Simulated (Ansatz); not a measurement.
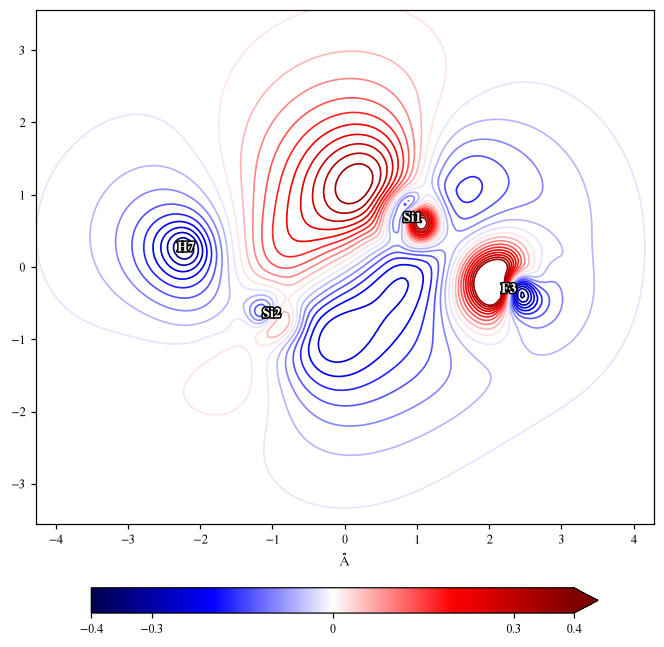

Figure 1: FH5Si2. One frontier orbital on the plane of atoms Si2, Si1 and F3 (values in Å⁻³ᐟ²; the overall sign is arbitrary).

Theory: Ansatz, DFT PBE, Gaussian basis def2-SVP.

| atom | x (Å) | y (Å) | z (Å) |
| --- | --- | --- | --- |
| Si | -1.1538 | 0.1736 | 0.0111 |
| Si | 1.1782 | -0.1495 | 0.0109 |
| F | -1.8559 | -0.9496 | -0.9673 |
| H | -1.5118 | 1.5396 | -0.5095 |
| H | -1.7232 | 0.0128 | 1.3950 |
| H | 1.5241 | -1.5195 | 0.5279 |
| H | 1.8068 | 0.8842 | 0.9095 |
| H | 1.7356 | 0.0083 | -1.3776 |

> Which orbital is it: HOMO or LUMO?

The LUMO, at −1.27 eV. It lies mainly on Si1 (about 45 %), Si2 (about 25 %), F3 (about 10 %) and H7 (about 5 %).
